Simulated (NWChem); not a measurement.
**Si2H6O (SMILES O[SiH2][SiH3]) at 5 levels**

We compute a comparison of 5 runs (HF/STO-3G, HF/3-21G, B3LYP/6-31G*, PBE/def2-SVP) of Si2H6O. 

Program for the calculation: NWChem 7.3.0.

## 1. The molecule

Si2H6O has 9 atoms, charge 0, and is taken as a singlet. As SMILES, `O[SiH2][SiH3]`. The coordinates come from a PBE0-D4/def2-TZVP relaxation. This is one conformer, not always the lowest.

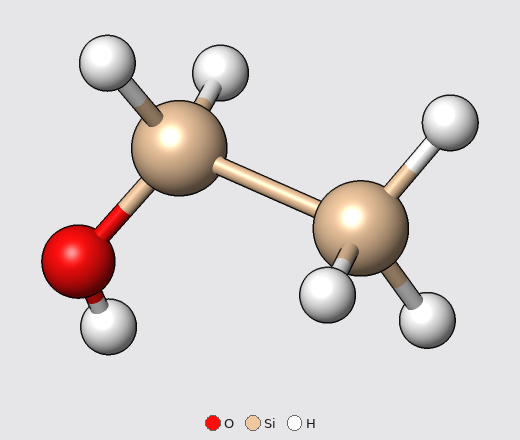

The structure, seen from a chosen angle (oxygen red, silicon light orange, hydrogen white).

## 2. Energy and gradient at HF/STO-3G (run 1)

h6osi2.nw reads:

```
echo
start h6osi2
title "H6OSi2 hf"
memory total 2200 mb
charge 0

geometry units angstroms noautosym nocenter noautoz
 O       -1.609000       1.039900      -0.762000
 Si       0.004800       0.933100      -0.415900
 Si       0.544200      -1.038400       0.738600
 H       -1.996600       0.341400      -1.290800
 H        0.830600       0.994500      -1.657800
 H        0.311400       2.125200       0.413000
 H        2.012900      -1.104800       0.974500
 H        0.146200      -2.228200      -0.066200
 H       -0.156000      -1.109100       2.049500
end

basis "ao basis" spherical bse
 * library STO-3G
end

scf
 thresh 1e-08
 maxiter 80
end

task scf gradient
```

The run is started by

```bash
nwchem h6osi2.nw > h6osi2.out
```

What it wrote:

```text
[...]
  functions       =    29
[...]
  wavefunction    = RHF
[...]
         Total SCF energy =   -648.544370928069
      One-electron energy =  -1208.221483279252
      Two-electron energy =    406.742227899677
 Nuclear repulsion energy =    152.934884451506
        Time for solution =      0.9s
[...]
                         RHF ENERGY GRADIENTS
    atom               coordinates                        gradient
                 x          y          z           x          y          z
   1 O      -3.040569   1.965126  -1.439971    0.013928  -0.036857  -0.017070
   2 Si      0.009071   1.763303  -0.785937   -0.045895   0.012409  -0.007069
   3 Si      1.028389  -1.962291   1.395752   -0.001030   0.001283   0.000908
   4 H      -3.773027   0.645152  -2.439258   -0.000819   0.026688   0.016799
   5 H       1.569606   1.879332  -3.132788    0.018979  -0.000316  -0.026298
   6 H       0.588461   4.016046   0.780457    0.007392   0.024279   0.018626
   7 H       3.803829  -2.087769   1.841538    0.033499  -0.000328   0.004439
   8 H       0.276278  -4.210687  -0.125100   -0.009598  -0.026437  -0.019371
   9 H      -0.294797  -2.095895   3.872993   -0.016455  -0.000720   0.029037
[...]
```

Wall time 1.7 s (1 thread of Intel Xeon 6975P-C (Granite Rapids), shared host); peak memory 0.099 GiB.

## 3. Energy and forces at HF/3-21G (run 2)

sp.xyz reads:

```xyz
9

O     -1.609000     1.039900    -0.762000
Si     0.004800     0.933100    -0.415900
Si     0.544200    -1.038400     0.738600
H     -1.996600     0.341400    -1.290800
H      0.830600     0.994500    -1.657800
H      0.311400     2.125200     0.413000
H      2.012900    -1.104800     0.974500
H      0.146200    -2.228200    -0.066200
H     -0.156000    -1.109100     2.049500
```

sp.nw reads:

```
start sp
memory total 2200 mb

geometry noautosym nocenter noautoz
  load sp.xyz
end

basis "ao basis" spherical bse
  * library 3-21G
end

scf
  thresh 1e-08
  maxiter 80
end

task scf gradient
```

The run is started by

```bash
nwchem sp.nw > sp.out
```

What it wrote:

```text
[...]
  functions       =    47
[...]
  wavefunction    = RHF
[...]
         Total SCF energy =   -652.728527863966
      One-electron energy =  -1209.419552795416
      Two-electron energy =    403.756140479943
 Nuclear repulsion energy =    152.934884451507
        Time for solution =      1.1s
[...]
                         RHF ENERGY GRADIENTS
    atom               coordinates                        gradient
                 x          y          z           x          y          z
   1 O      -3.040569   1.965126  -1.439971    0.018588   0.003664   0.006654
   2 Si      0.009071   1.763303  -0.785937   -0.026785  -0.012992  -0.005733
   3 Si      1.028389  -1.962291   1.395752   -0.001655   0.005762  -0.003457
   4 H      -3.773027   0.645152  -2.439258    0.012074   0.000771   0.003138
   5 H       1.569606   1.879332  -3.132788   -0.000735   0.000987  -0.001310
   6 H       0.588461   4.016046   0.780457   -0.001617   0.002591   0.000002
   7 H       3.803829  -2.087769   1.841538    0.000230  -0.000701   0.000412
   8 H       0.276278  -4.210687  -0.125100   -0.000082   0.000314   0.000321
   9 H      -0.294797  -2.095895   3.872993   -0.000018  -0.000396  -0.000027
[...]
```

Run time: 1.9 s. Hardware: 1 thread of Intel Xeon 6975P-C (Granite Rapids), shared host; peak memory 0.097 GiB.

## 4. Energy and forces at B3LYP/6-31G(d) (Cartesian functions) (run 3)

run.py reads:

```python
from ase import Atoms
from ase.calculators.nwchem import NWChem

atoms = Atoms(['O', 'Si', 'Si', 'H', 'H', 'H', 'H', 'H', 'H'], positions=[
    [-1.609000, 1.039900, -0.762000],
    [0.004800, 0.933100, -0.415900],
    [0.544200, -1.038400, 0.738600],
    [-1.996600, 0.341400, -1.290800],
    [0.830600, 0.994500, -1.657800],
    [0.311400, 2.125200, 0.413000],
    [2.012900, -1.104800, 0.974500],
    [0.146200, -2.228200, -0.066200],
    [-0.156000, -1.109100, 2.049500],
])

calc = NWChem(
    label='h6osi2',
    theory='dft',
    memory='2200 mb',
    basis='6-31G*',
    dft={'xc': 'b3lyp', 'mult': '1', 'grid': 'xfine', 'convergence': 'energy 1e-08', 'iterations': '100', 'mulliken': None, 'print': 'low'},
)
atoms.calc = calc

forces = atoms.get_forces()
print(f"energy = {atoms.get_potential_energy():.6f} eV")
print("forces (eV/A):")
for s, f in zip(atoms.symbols, forces):
    print(f"{s:2s} {f[0]:10.5f} {f[1]:10.5f} {f[2]:10.5f}")
```

The run is started by

```bash
export ASE_NWCHEM_COMMAND="nwchem PREFIX.nwi > PREFIX.nwo"
python run.py
```

What it wrote:

```text
energy = -17900.736945 eV
forces (eV/A):
O    -0.44141    0.40114    0.13066
Si    0.46984   -0.02684    0.06916
Si    0.02386    0.02638   -0.00612
H    -0.16686   -0.32041   -0.23839
H     0.07122    0.01188   -0.02669
H     0.01080    0.01717    0.00782
H     0.03255   -0.03363    0.02458
H     0.00103   -0.04474    0.01095
H    -0.00108   -0.03090    0.02797
```

The calculator wrote h6osi2.nwi:

```
title "h6osi2"

permanent_dir h6osi2

scratch_dir h6osi2

start h6osi2

geometry units angstrom nocenter noautosym noautoz
  O  -1.6090000000000000e+00 1.0399000000000000e+00 -7.6200000000000001e-01
  Si 4.7999999999999996e-03 9.3310000000000004e-01 -4.1589999999999999e-01
  Si 5.4420000000000002e-01 -1.0384000000000000e+00 7.3860000000000003e-01
  H  -1.9965999999999999e+00 3.4139999999999998e-01 -1.2907999999999999e+00
  H  8.3060000000000000e-01 9.9450000000000005e-01 -1.6577999999999999e+00
  H  3.1140000000000001e-01 2.1252000000000000e+00 4.1299999999999998e-01
  H  2.0129000000000001e+00 -1.1048000000000000e+00 9.7450000000000003e-01
  H  1.4620000000000000e-01 -2.2282000000000002e+00 -6.6199999999999995e-02
  H  -1.5600000000000000e-01 -1.1091000000000000e+00 2.0495000000000001e+00
end

memory 2200 mb

basis noprint
   * library 6-31G*
end

dft
  xc b3lyp
  mult 1
  grid xfine
  convergence energy 1e-08
  iterations 100
  mulliken
  print low
end

task dft gradient
```

h6osi2.nwo:

```text
Northwest Computational Chemistry Package (NWChem) 7.3.0
             --------------------------------------------------------

           Job information
           ---------------

    nwchem branch   = 7.3.0
    use scalapack   = T
    input           = h6osi2.nwi
    prefix          = h6osi2.
    data base       = h6osi2/h6osi2.db
    status          = startup
    nproc           =        1

           Memory information
           ------------------

[... 5 lines left out ...]
    hardfail = no
[... 38 lines left out ...]
            Nuclear Dipole moment (a.u.)
[... 88 lines left out ...]
         Total DFT energy =     -657.839954537075
[... 1 line left out ...]
           Coulomb energy =      456.193561035142
[... 1 line left out ...]
 Nuclear repulsion energy =      152.934884451506
[... 29 lines left out ...]
                         DFT ENERGY GRADIENTS

    atom               coordinates                        gradient
                 x          y          z           x          y          z
   1 O      -3.040569   1.965126  -1.439971    0.008584  -0.007801  -0.002541
   2 Si      0.009071   1.763303  -0.785937   -0.009137   0.000522  -0.001345
   3 Si      1.028389  -1.962291   1.395752   -0.000464  -0.000513   0.000119
[... 5 lines of this table left out ...]
   9 H      -0.294797  -2.095895   3.872993    0.000021   0.000601  -0.000544

 Task  times  cpu:       18.9s     wall:       18.9s
 Total times  cpu:       19.0s     wall:       19.0s
```

It took 20 s on 1 thread of Intel Xeon 6975P-C (Granite Rapids), shared host; peak memory 0.15 GiB.

Run 4 isn't shown in full; the table further down has it.

## 5. Energy and gradient at B3LYP/6-31G(d) (spherical functions) (run 5)

work.nw reads:

```
start work
title "H6OSi2"
memory stack 880 mb heap 220 mb global 1100 mb
charge 0
geometry units angstrom noautosym nocenter noautoz
 O     -1.609000     1.039900    -0.762000
 Si     0.004800     0.933100    -0.415900
 Si     0.544200    -1.038400     0.738600
 H     -1.996600     0.341400    -1.290800
 H      0.830600     0.994500    -1.657800
 H      0.311400     2.125200     0.413000
 H      2.012900    -1.104800     0.974500
 H      0.146200    -2.228200    -0.066200
 H     -0.156000    -1.109100     2.049500
end
basis spherical bse
 O library 6-31G*
 Si library 6-31G*
 H library 6-31G*
end
dft
 xc b3lyp
 grid xfine
 convergence energy 1e-08
 maxiter 100
 mulliken
end
task dft gradient
```

The run is started by

```bash
nwchem work.nw > work.out
```

What it wrote:

```text
[...]
          Wavefunction type:  closed shell.
          No. of atoms     :     9
          No. of electrons :    42
[...]
          Charge           :     0
          Spin multiplicity:     1
[...]
          AO basis - number of functions:    62
[...]
              XC Information
              --------------
                         B3LYP Method XC Potential
                     Hartree-Fock (Exact) Exchange  0.200
                        Slater Exchange Functional  0.800 local
                    Becke 1988 Exchange Functional  0.720 non-local
              Lee-Yang-Parr Correlation Functional  0.810
                  VWN I RPA Correlation Functional  0.190 local
[...]
 d= 0,ls=0.0,diis     1   -657.7763069329 -8.11D+02  1.83D-02  4.92D-01     2.2
[...]
 d= 0,ls=0.0,diis     8   -657.8351318999 -1.40D-09  1.66D-06  1.21D-08    14.7
         Total DFT energy =     -657.835131899873
      One electron energy =    -1214.350971756470
           Coulomb energy =      456.348022824345
    Exchange-Corr. energy =      -52.767067419254
 Nuclear repulsion energy =      152.934884451506
[...]
      Total Density - Mulliken Population Analysis
     ---------------------------------------------
    Atom       Charge   Shell Charges
 -----------   ------   -------------------------------------------------------
    1 O    8     8.71   2.00  0.90  2.95  0.95  1.90  0.02
    2 Si  14    13.46   2.00  2.00  5.96  0.97  1.80  0.21  0.30  0.22
    3 Si  14    13.92   2.00  2.00  5.96  1.02  2.01  0.32  0.49  0.12
    4 H    1     0.58   0.47  0.10
    5 H    1     1.10   0.51  0.58
    6 H    1     1.08   0.51  0.56
    7 H    1     1.06   0.51  0.55
    8 H    1     1.06   0.51  0.55
    9 H    1     1.05   0.51  0.54
[...]
  wavefunction    = closed shell
[...]
```

Wall time 19 s (1 thread of Intel Xeon 6975P-C (Granite Rapids), shared host); peak memory 0.14 GiB.

## 6. The series

```csv
run,level,Cartesian functions,iteration cap,energy (Eh),dipole moment (D),HOMO energy (eV),LUMO energy (eV),wall time
1,HF/STO-3G,no,80,-648.544371,1.17,-7.92,10.84,1.7 s
2,HF/3-21G,no,80,-652.728528,1.59,-10.61,3.32,1.9 s
3,B3LYP/6-31G* (Cartesian functions),yes,100,-657.839955,–,–,–,20 s
4,PBE/def2-SVP,no,100,-657.195730,–,–,–,24 s
5,B3LYP/6-31G* (spherical functions),no,100,-657.835132,1.27,-7.47,-0.27,19 s
```

## 7. What came out

```
                       quantity          value
            run 5: total energy  -657.83513 Eh
           run 5: dipole moment         1.27 D
             run 5: HOMO energy       -7.47 eV
             run 5: LUMO energy       -0.27 eV
           run 5: HOMO–LUMO gap        7.20 eV
run 5: largest force on an atom     0.619 eV/Å
```

In words: Over runs 1, 2, 5 the dipole moment (its size) runs from 1.17 D (HF/STO-3G) to 1.59 D (HF/3-21G). Over runs 1, 2, 5 the HOMO–LUMO gap runs from 7.20 eV (B3LYP/6-31G*) to 18.75 eV (HF/STO-3G). The two ends differ in method and basis. Totals of different functionals can't be ranked against each other. In run 1 the basis is minimal, so the values are rough. All runs together took 67 s, the longest 24 s.
